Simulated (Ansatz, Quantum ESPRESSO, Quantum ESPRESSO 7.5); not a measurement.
# Screening and band shifts of 1T-IrSTe, 1 layer

How does 1T-IrSTe, 1 layer respond to a gate-like field without added charge?

Calculated with Quantum ESPRESSO 7.5; plane-wave DFT, PBE, GBRV ultrasoft pseudopotentials (geometry and cross-check by Ansatz 0.2.0 with PAW datasets; geometry under PBE).

## Step 1: Starting point

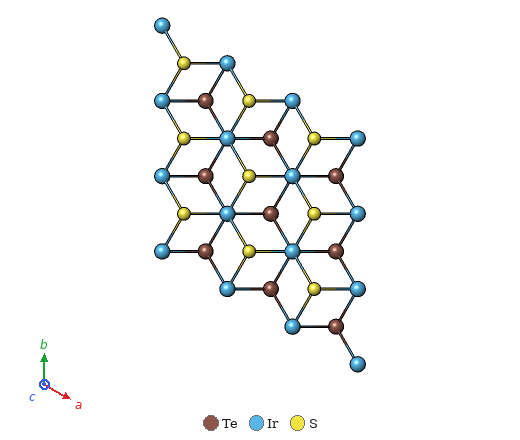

Start, viewed from above; tellurium brown, iridium blue, sulfur yellow. 3×3×1 cells are drawn. Some periodic images of atoms are drawn too.

The cell holds 3 atoms: 1 Te, 1 Ir and 1 S. Cell: a = 3.581 Å, b = 3.581 Å, c = 19.782 Å, α = 90.0°, β = 90.0°, γ = 120.0°. It derives from IrSTe. Vacuum lies along c.

This sheet is a model structure: its symmetry is held, and its stability is not tested here.

This run has no spin polarisation although its electron count is odd. A spin-polarised state was not tried and may lie lower.

## Step 2: Relaxation with Ansatz

The geometry comes first, from a plane-wave PAW code, so that the later runs on this slab share one structure.

The input, input.yaml:

```yaml
crystal:
  lattice:
    - [3.581057, 0.0, 0.0]
    - [-1.7905285, 3.1012863344, 0.0]
    - [0.0, 0.0, 19.7816086487]
  atoms:
    - { symbol: Te, position: [0.6666666667, 0.3333333333, 0.4296920514] }
    - { symbol: Ir, position: [0.0, 0.0, 0.5150172576] }
    - { symbol: S, position: [0.3333333333, 0.6666666667, 0.5703079486] }
kpoints:
  mp_grid: { grid: [12, 12, 1] }
hamiltonian:
  xc: pbe
scf:
  occupations: { method: fermi_dirac, width: 0.05 }
  convergence: { dr2_threshold: 1.0e-08 }
efield:
  axis: 3
  dipole_correction: true
  ramp_position: 0.97
  ramp_width: 0.04
relax:
  f_tol: 0.01
  cell: { fix: [c, alpha, beta] }
output:
  write_potential: true
  write_density: true
  volumetric_format: npy
```

Launch:

```
$ ansatz run input.yaml --threads 4 --pin off --max-ram 8192MiB --backend cpu --events-out ev --progress --plain --runs-dir out
```

Numbers of over 12 decimals in the logs are rounded to 6 here.

What it wrote:

```text
Warning: relax.cell: scf.convergence.dr2_threshold = 1e-8 eV is looser than the 3e-10 eV advised for a relaxation that steers and ends on the stress (1e-10 eV for each atom of the cell: 3). What an SCF threshold leaves in a stress goes as its square root, and in the free energy as the threshold itself, and one threshold admits the most on a small cell: [figures from the program's tests cut] Set scf.convergence.dr2_threshold to 3e-10 eV or tighter. The threshold is an SCF's pass mark: one that does not reach it within its budget of iterations ends unconverged, or closes short of it on a stop that the run arms, and scf.convergence.dr2_threshold's page says what that costs each kind of run
Engine: ansatz 0.2.0, x86_64-unknown-linux-gnu
Pseudopotentials: kind: paw
Pseudopotential: Te, paw, valence charge 16, recommended cutoff 420 eV (normal), Te.paw.azcp
Pseudopotential: Ir, paw, valence charge 17, recommended cutoff 420 eV (normal), Ir.paw.azcp
Pseudopotential: S, paw, valence charge 6, recommended cutoff 420 eV (normal), S.paw.azcp
Functional definition: PBE
  parameter kappa = 0.804
  parameter beta = 0.066725
  exchange = pbe_x(kappa = kappa, mu = beta*pi^2/3)
  correlation = pbe_c(beta = beta)
Crystal: 3 atoms, lattice volume = 219.692 Å³
Basis set: ecut = 420 eV, 4213 PW (Γ), exchange–correlation on 48×48×270 points (8 copies of the dense FFT grid, shifted against one another)
Bands: 24, of which v1, the nominal top of the filled ones, is band 20 counted from 1 (19 counted from 0)
Symmetry: 6 space group operations
Space group: P3m1 (ITA 156), of the structure as read, at distance tolerance 6.0e-5 Å
k-points: 19 of 144 (time reversal used)
Non-local potential: Te, projectors of the file, l = 0: 2, l = 1: 2, l = 2: 2, l = 3: 2
Non-local potential: Ir, projectors of the file, l = 0: 3, l = 1: 2, l = 2: 2, l = 3: 1
Non-local potential: S, projectors of the file, l = 0: 2, l = 1: 2, l = 2: 2
PAW form: soft (Blöchl's): semilocal exchange-correlation on the pseudo side does not see the compensation charge
PAW one-centre angular grid: Te, 590 points (default); XC on 64 Gauss nodes
PAW one-centre angular grid: Ir, 590 points (default); XC on 64 Gauss nodes
PAW one-centre angular grid: S, 110 points (default); XC on 64 Gauss nodes
Initial density: superposition of atomic densities (neutral atoms: chi_scale 0, normalization atom), corrected by the library's trained network
Initial wavefunctions: pseudopotential atomic-orbital guess
Functional: x = pbe(κ = 0.804, μ = 0.219515), c = pbe(β = 0.066725)
SCF iter   1: F=—  HF=-19817.735819 eV  |F-HF|=—  |Δ(HF+E_count)|=         —  Δρ=3.90e-3  dr2=5.71e-2  ethr=1.77e-3  p=-0.077 e·Å  D=-6.35e-2 V/Å  ΔV_dip=1.26 eV  dr2_dipole=1.23e-2  V_vac-E_F(+/−)=5.35/4.10 eV  ⟨swp⟩=9.3  Hψ=2639  notcnv=0
efield: sawtooth ramp at fractional position 0.9700 (set: `efield.ramp_position`, or a place that a band, a saddle search or an elastic batch's reference lends), width 0.0400; the density the first Hamiltonian is built on has a dipole p = -0.077 e·Å; the dipole correction subtracts the counter field D = -6.35e-2 V/Å, which shifts the + side's vacuum level by +1.26 eV against the − side's; the planar-averaged density in the ramp window peaks in size at 1.0e-5 e/Å³
preconditioner: auto → LDOS  [metal: Δε(μ)=0.072 eV  Ē_g=8.467 eV  σ=0.050 eV  W_gap=0.34  n_scr=18 (ndim 8)  ℏωp=11.5 eV  f_vac=0.676  D(μ)=2.22/eV (n_scr^D=8)  β→1.0]
SCF iter   2: F=—  HF=-19817.737341 eV  |F-HF|=—  |Δ(HF+E_count)|=   1.52e-3  Δρ=2.26e-3  dr2=2.49e-2  ethr=1.46e-4  p=-0.045 e·Å  D=-3.71e-2 V/Å  ΔV_dip=0.73 eV  dr2_dipole=3.58e-4  V_vac-E_F(+/−)=5.35/4.61 eV  ⟨swp⟩=4.4  Hψ=1199  notcnv=0
SCF iter   3: F=—  HF=-19817.731899 eV  |F-HF|=—  |Δ(HF+E_count)|=   5.44e-3  Δρ=8.76e-4  dr2=3.13e-3  ethr=6.39e-5  p=-0.052 e·Å  D=-4.25e-2 V/Å  ΔV_dip=0.84 eV  dr2_dipole=3.76e-4  V_vac-E_F(+/−)=5.30/4.46 eV  ⟨swp⟩=3.0  Hψ=885  notcnv=0
SCF iter   4: F=—  HF=-19817.731345 eV  |F-HF|=—  |Δ(HF+E_count)|=   5.54e-4  Δρ=2.54e-4  dr2=3.24e-4  ethr=8.02e-6  p=-0.049 e·Å  D=-4.03e-2 V/Å  ΔV_dip=0.80 eV  dr2_dipole=5.21e-5  V_vac-E_F(+/−)=5.29/4.49 eV  ⟨swp⟩=2.4  Hψ=777  notcnv=0
SCF iter   5: F=—  HF=-19817.731335 eV  |F-HF|=—  |Δ(HF+E_count)|=   1.01e-5  Δρ=6.61e-5  dr2=1.85e-5  ethr=8.31e-7  p=-0.048 e·Å  D=-3.93e-2 V/Å  ΔV_dip=0.78 eV  dr2_dipole=2.99e-6  V_vac-E_F(+/−)=5.27/4.50 eV  ⟨swp⟩=2.2  Hψ=607  notcnv=0
SCF iter   6: F=—  HF=-19817.731364 eV  |F-HF|=—  |Δ(HF+E_count)|=   2.84e-5  Δρ=1.69e-5  dr2=1.38e-6  ethr=4.74e-8  p=-0.048 e·Å  D=-3.91e-2 V/Å  ΔV_dip=0.77 eV  dr2_dipole=1.01e-7  V_vac-E_F(+/−)=5.27/4.50 eV  ⟨swp⟩=2.1  Hψ=670  notcnv=0
SCF iter   7: F=—  HF=-19817.731430 eV  |F-HF|=—  |Δ(HF+E_count)|=   6.65e-5  Δρ=4.80e-6  dr2=7.12e-8  ethr=3.54e-9  p=-0.048 e·Å  D=-3.91e-2 V/Å  ΔV_dip=0.77 eV  dr2_dipole=7.78e-12  V_vac-E_F(+/−)=5.27/4.50 eV  ⟨swp⟩=2.4  Hψ=729  notcnv=0
SCF iter   8: F=-19817.731430 eV  HF=-19817.731430 eV  |F-HF|=8.21e-9  |Δ(HF+E_count)|=   6.79e-8  Δρ=1.32e-6  dr2=9.58e-9  ethr=2.56e-11  p=-0.048 e·Å  D=-3.91e-2 V/Å  ΔV_dip=0.77 eV  dr2_dipole=1.52e-9  V_vac-E_F(+/−)=5.27/4.50 eV  ⟨swp⟩=10.3  Hψ=3191  notcnv=0
SCF 1 converged in 8 iterations: F = -19817.731430 eV  dr2 = 9.58e-9
  greatest PAW one-centre occupation: 1.000 electrons in one spin orbital (limit 2), on the Ir atom at site 1 (counted from 0), in its partial waves of l = 0
relax step   1: F+E_penalty+E_count = -19817.73143025 eV  Δ(F+E_penalty+E_count) = +0.000e0 eV  max|allowed force component| = 7.571e-1 eV/Å  Δτ_max = 0.0000 Å  P = +1.431 GPa  Ω = 219.692 Å³  fix = [c, alpha, beta]  reactions: c +1.159 GPa  (8 SCF iters, accepted)
Crystal: 3 atoms, lattice volume = 226.923 Å³
Basis set: ecut = 420 eV, 4387 PW (Γ), exchange–correlation on 48×48×270 points (8 copies of the dense FFT grid, shifted against one another)
Initial density: handed on by an earlier stage of this run
Initial wavefunctions: those handed on with the density
iter 1 solved again at ethr=2.20e-4 eV; its pass at ethr=3.10e-3 eV (dr2=8.59e-2 eV) is discarded
SCF iter   1: F=—  HF=-19817.735700 eV  |F-HF|=—  |Δ(HF+E_count)|=         —  Δρ=6.62e-3  dr2=8.58e-2  ethr=2.20e-4  p=-0.049 e·Å  D=-3.91e-2 V/Å  ΔV_dip=0.77 eV  dr2_dipole=2.61e-3  V_vac-E_F(+/−)=5.20/4.42 eV  ⟨swp⟩=1.5  Hψ=3083  notcnv=0
[...]
relax step   4: F+E_penalty+E_count = -19817.77597669 eV  Δ(F+E_penalty+E_count) = -2.637e-4 eV  max|allowed force component| = 2.700e-2 eV/Å  Δτ_max = 0.0050 Å  P = -0.016 GPa  Ω = 222.083 Å³  energy of the carried Pulay correction = -1.500e-4 eV  fix = [c, alpha, beta]  reactions: c +0.004 GPa  (6 SCF iters, accepted)
[...]
relax step   5: F+E_penalty+E_count = -19817.77604936 eV  Δ(F+E_penalty+E_count) = -7.268e-5 eV  max|allowed force component| = 1.652e-2 eV/Å  Δτ_max = 0.0030 Å  P = -0.034 GPa  Ω = 221.907 Å³  energy of the carried Pulay correction = -1.390e-4 eV  fix = [c, alpha, beta]  reactions: c -0.011 GPa  (5 SCF iters, accepted)
[...]
relax step   6: F+E_penalty+E_count = -19817.77624856 eV  Δ(F+E_penalty+E_count) = -1.992e-4 eV  max|allowed force component| = 1.588e-2 eV/Å  Δτ_max = 0.0090 Å  P = -0.051 GPa  Ω = 221.127 Å³  energy of the carried Pulay correction = -9.022e-5 eV  fix = [c, alpha, beta]  reactions: c -0.028 GPa  (6 SCF iters, accepted)
[...]
relax step   7: F+E_penalty+E_count = -19817.77645486 eV  Δ(F+E_penalty+E_count) = -2.063e-4 eV  max|allowed force component| = 1.743e-2 eV/Å  Δτ_max = 0.0096 Å  P = -0.030 GPa  Ω = 219.972 Å³  energy of the carried Pulay correction = -1.761e-5 eV  fix = [c, alpha, beta]  reactions: c -0.025 GPa  (6 SCF iters, accepted)
[...]
relax step   8: F+E_penalty+E_count = -19817.77620700 eV  Δ(F+E_penalty+E_count) = +2.479e-4 eV  max|allowed force component| = 8.222e-2 eV/Å  Δτ_max = 0.0037 Å  P = +0.094 GPa  Ω = 219.308 Å³  energy of the carried Pulay correction = +2.424e-5 eV  fix = [c, alpha, beta]  (6 SCF iters, rejected (line search))
[...]
relax step   9: F+E_penalty+E_count = -19817.77649173 eV  Δ(F+E_penalty+E_count) = -3.687e-5 eV  max|allowed force component| = 1.722e-4 eV/Å  Δτ_max = 0.0008 Å  P = -0.001 GPa  Ω = 219.746 Å³  energy of the carried Pulay correction = -3.384e-6 eV  fix = [c, alpha, beta]  reactions: c +0.000 GPa  (6 SCF iters, accepted)
Initial wavefunctions: pseudopotential atomic-orbital guess (no wavefunctions were taken with the density)
iter 1 solved again at ethr=2.44e-6 eV; its pass at ethr=3.10e-3 eV (dr2=9.51e-4 eV) is discarded
SCF iter   1: F=—  HF=-19817.776437 eV  |F-HF|=—  |Δ(HF+E_count)|=         —  Δρ=2.62e-6  dr2=1.43e-8  ethr=2.44e-6  p=-0.048 e·Å  D=-3.95e-2 V/Å  ΔV_dip=0.78 eV  dr2_dipole=1.89e-10  V_vac-E_F(+/−)=5.23/4.45 eV  ⟨swp⟩=3.0  Hψ=3777  notcnv=0
efield: sawtooth ramp at fractional position 0.9700 (set: `efield.ramp_position`, or a place that a band, a saddle search or an elastic batch's reference lends), width 0.0400; the density the first Hamiltonian is built on has a dipole p = -0.048 e·Å; the dipole correction subtracts the counter field D = -3.95e-2 V/Å, which shifts the + side's vacuum level by +0.78 eV against the − side's; the planar-averaged density in the ramp window peaks in size at 4.2e-6 e/Å³
eigensolver tolerance schedule: the retry pair's looser diagonalisation over-reported the residual by 66646.79 of it (diagonalisation noise at an unbounded share of the residual, at the tolerance the schedule requests for it); recorded, not acted on — ethr = c·dr2/N_el stays at c = 1.0e-1
preconditioner: auto → LDOS  [insulator: Δε(μ)=0.135 eV  Ē_g=8.302 eV  σ=0.050 eV  W_gap=0.58  n_scr=18 (ndim 8)  ℏωp=11.5 eV  f_vac=0.670  D(μ)=1.51/eV (n_scr^D=6)  ε∞_Penn≈2.9  β→1.0]
SCF iter   2: F=—  HF=-19817.776495 eV  |F-HF|=—  |Δ(HF+E_count)|=   5.74e-5  Δρ=3.59e-6  dr2=4.41e-8  ethr=3.66e-11  p=-0.048 e·Å  D=-3.95e-2 V/Å  ΔV_dip=0.78 eV  dr2_dipole=9.83e-11  V_vac-E_F(+/−)=5.23/4.45 eV  ⟨swp⟩=4.9  Hψ=1495  notcnv=0
SCF iter   3: F=-19817.776495 eV  HF=-19817.776495 eV  |F-HF|=2.75e-9  |Δ(HF+E_count)|=   5.26e-9  Δρ=1.57e-6  dr2=4.42e-9  ethr=2.56e-11  p=-0.048 e·Å  D=-3.95e-2 V/Å  ΔV_dip=0.78 eV  dr2_dipole=1.44e-10  V_vac-E_F(+/−)=5.23/4.45 eV  ⟨swp⟩=9.6  Hψ=3535  notcnv=0
SCF 10 converged in 3 iterations: F = -19817.776495 eV  dr2 = 4.42e-9
relax step  10: F+E_penalty+E_count = -19817.77649468 eV  Δ(F+E_penalty+E_count) = -2.950e-6 eV  max|allowed force component| = 1.442e-4 eV/Å  Δτ_max = 0.0000 Å  P = -0.001 GPa  Ω = 219.746 Å³  fix = [c, alpha, beta]  reactions: c +0.000 GPa  stress off target by 1.59e-3 GPa on what of the cell is left free  SCF on the basis re-selected at this cell (its energy is not comparable with the rows above)  (3 SCF iters)
basis re-selected at this cell: Δ(F+E_penalty+E_count) = -2.950e-6 eV, ΔP = -0.000 GPa vs the last step (what re-selecting the basis moved, of the pressure what is left beyond the Pulay correction that the steps carried, after the strain that the cell walked since its last selection, with what the two solves' SCF thresholds leave and, on support functions, any second-order correction that the steps lacked; it is no m [...]
SCF converged after 3 iterations
Free energy (F): -19817.776495 eV
Harris-Foulkes:  -19817.776495 eV  (|F-HF|=2.75e-9)
Internal energy: -19817.764003 eV  (E = F + TS)
E sigma→0 (E₀):  -19817.770249 eV
Entropy (-TS):   -0.012492 eV (-4.164 meV/atom)
Fermi energy:    0.200672 eV
Dipole field:    D = -0.039447 V/Å  (p = -0.047904 e·Å, saw-weighted, corrected)
Work function:   Φ+ = 5.2257 eV   Φ− = 4.4454 eV
Levels:          The Fermi level and band energies are counted from a zero that moves with the ramp; work functions are not
--- Per-component energies (eV) ---
  E_band       = -950.430448
  E_kinetic    = 910.993674
  E_local      = -28272.440028  (includes V_loc(G=0)·N_el)
  E_nonlocal   = -208.250128
  E_hartree    = 13863.810933
  E_xc         = -488.514663
  E_vxc        = -490.496494  (∫ρ·V_xc dr)
  E_paw        = -14486.681152  (= ΣΔE_a)
  E_vpaw       = -617.792931  (= ΣTr[D̂ρ^β])
  E_aug_tail   = -0.000146  (compensation charges beyond the density's cutoff)
  E_efield     = 0.000945  (sawtooth field / dipole correction)
  E_vefield    = -0.058536  (∫n·V_field dr)
  E_ewald      = 8863.316563
  E_smearing   = -0.012492  (= −TS)
  E_closure    = -0.000000  (closes the sum)
  Σ components = -19817.776495   (vs F -19817.776495, Δ=0.00e0)
--- Forces (eV/Å), atoms counted from 1 ---
  atom   1  Te     0.00000000     0.00000000    -0.00010828
  atom   2  Ir    -0.00000000     0.00000000     0.00014264
  atom   3  S      0.00000000     0.00000000    -0.00003920
  max |Σ_I F_I| component: 4.84e-6 eV/Å
--- Stress (GPa, compression-positive) ---
       -0.001589      -0.000000       0.000000
       -0.000000      -0.001589      -0.000000
        0.000000      -0.000000       0.000172
  P = ⅓ Tr σ = -0.0010 GPa (-0.010 kbar)
--- Band table (eV; the first three rows and the last of 19) ---
  k-point 0: bands = [... 16 lower, -2.3124, -0.0705, 0.5574, 0.5574, 3.3708, 3.3708, 3.7109, 4.7927]
  k-point 1: bands = [... 16 lower, -2.3740, -0.4626, 0.5728, 0.6549, 2.7724, 3.2065, 3.9001, 5.0399]
  k-point 2: bands = [... 16 lower, -2.3211, -0.9842, 0.5229, 0.5718, 1.9285, 2.9021, 4.3233, 5.4156]
  k-point 18: bands = [... 16 lower, -3.2193, -1.4509, -1.0113, -0.3678, 0.9388, 2.7391, 4.5866, 6.9695]
--- Relaxed structure (9 steps of the walk, 7 accepted, 1 SCFs on fresh bases) ---
  F+E_penalty+E_count = -19817.77649468 eV   max|allowed force component| = 1.442e-4 eV/Å   (the final SCF, on the basis selected at the relaxed cell)
  cell:  # Å, volume = 219.7459 Å³
    - [3.581494, 0.0, 0]
    - [-1.790747, 3.101665, 0]
    - [0, 0, 19.7816086487]
  atoms:
    - { symbol: Te, position: [0.666667, 0.333333, 0.425510] }
    - { symbol: Ir, position: [1.427425210410742e-18, 0, 0.517033] }
    - { symbol: S, position: [0.333333, 0.666667, 0.572475] }
```

It took 15 s on 4 threads of AMD EPYC 9R14 (Zen 4), shared host; peak memory 0.6 GiB.

Step by step:

| step | energy less that of the first step (eV) | largest force component (eV/Å) | pressure (GPa) | volume (Å³) |
| --- | --- | --- | --- | --- |
| 1 | 0.0000 | 0.7571 | 1.43 | 219.69 |
| 2 | 0.0085 | 0.6736 | -1.41 | 226.92 |
| 3 | -0.0443 | 0.0586 | 0.07 | 222.05 |
| 4 | -0.0445 | 0.0270 | -0.02 | 222.08 |
| 5 | -0.0446 | 0.0165 | -0.03 | 221.91 |
| 6 | -0.0448 | 0.0159 | -0.05 | 221.13 |
| 7 | -0.0450 | 0.0174 | -0.03 | 219.97 |
| 8 | -0.0448 | 0.0822 | 0.09 | 219.31 |
| 9 | -0.0451 | 0.0002 | 0.00 | 219.75 |
| 10* | -0.0451 | 0.0001 | 0.00 | 219.75 |

Relaxation steps marked * repeat the geometry before them on a plane-wave basis chosen anew for their cell, so energy and pressure can jump there. Relaxation steps 2, 8 were tried and not accepted.

Forces are held to the 6 operations that the run works with; a distortion that breaks them can't arise in this run.

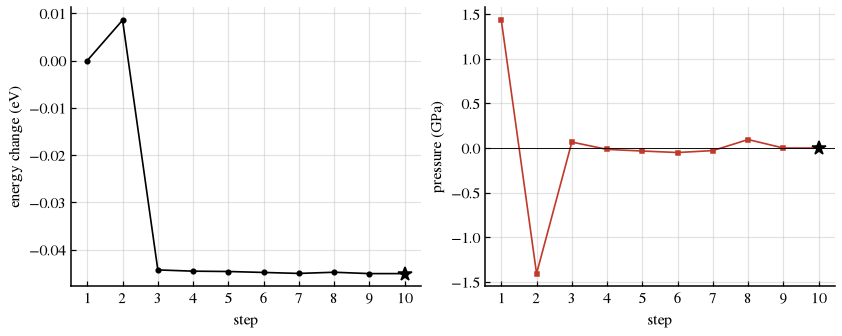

Energy and pressure along the relaxation. Stars mark steps on a basis chosen anew.

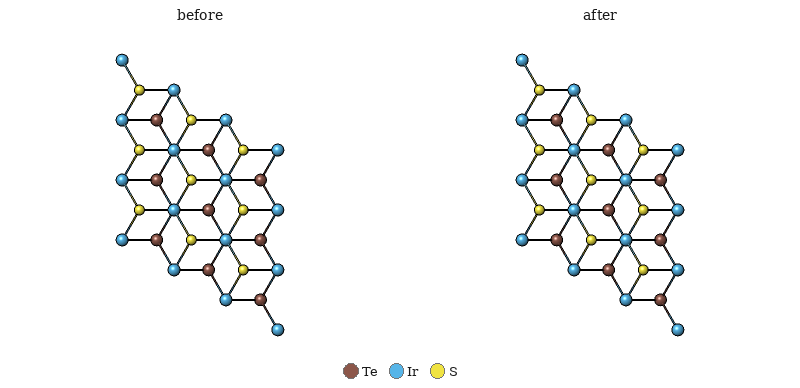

The structure before and after the relaxation, drawn at the same scale.

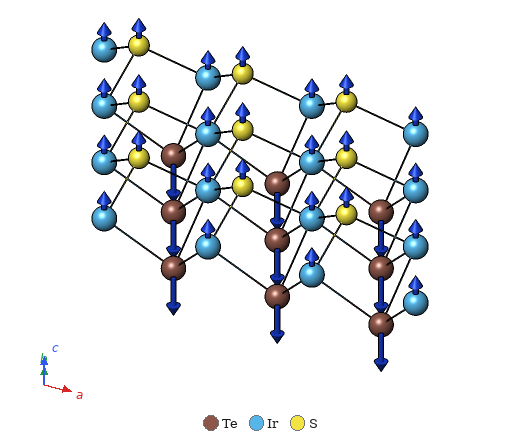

Displacements in the relaxation, exaggerated, measured against the changing cell; the longest in the cell stands for 0.08 Å. 3×3×1 cells are drawn. Some periodic images of atoms are drawn too.

| cell as run | before | after | change |
| --- | --- | --- | --- |
| a (Å) | 3.581 | 3.581 | +0.0 % |
| b (Å) | 3.581 | 3.581 | +0.0 % |

The atoms that moved most (Å, along periodic axes as changes of fractional coordinates times the final cell, across vacuum about the mean position):

| atom | dx | dy | dz | length |
| --- | --- | --- | --- | --- |
| Te1 | 0.000 | 0.000 | -0.083 | 0.083 |
| S3 | 0.000 | 0.000 | 0.043 | 0.043 |
| Ir2 | 0.000 | 0.000 | 0.040 | 0.040 |

The relaxed structure:

```xyz
3
Lattice="3.5815 0.0000 0.0000 -1.7907 3.1017 0.0000 0.0000 0.0000 19.7816" Properties=species:S:1:pos:R:3
Te    1.7907    1.0339    8.4173
Ir    0.0000    0.0000   10.2277
S     0.0000    2.0678   11.3245
```

Numbers from this step:

```
free energy                     : -19817.7765 eV
energy at zero smearing         : -19817.7702 eV
smearing term TS                : 0.01249 eV
Fermi energy                    : 0.2007 eV
symmetry operations             : 6
work function of the upper face : 5.226 eV
work function of the lower face : 4.445 eV
dipole along the normal         : -0.04790 e·Å
```

(Part 1 of 6 ends here.)

[Logs are printed without paths, hosts, clocks, repeated set-up lines and the standing remarks that a program may print on its own settings, such as how far it seeks lower states.]

[Hosts, paths, dates, database ids (printed as entryN), source tags and the programs' standing remarks are cut or masked in the printed files.]

[Maps of the electrostatic potential energy from Ansatz leave out the sawtooth potential of an applied field or a dipole correction, so their vacuum need not be flat; planar profiles and work functions include it.]
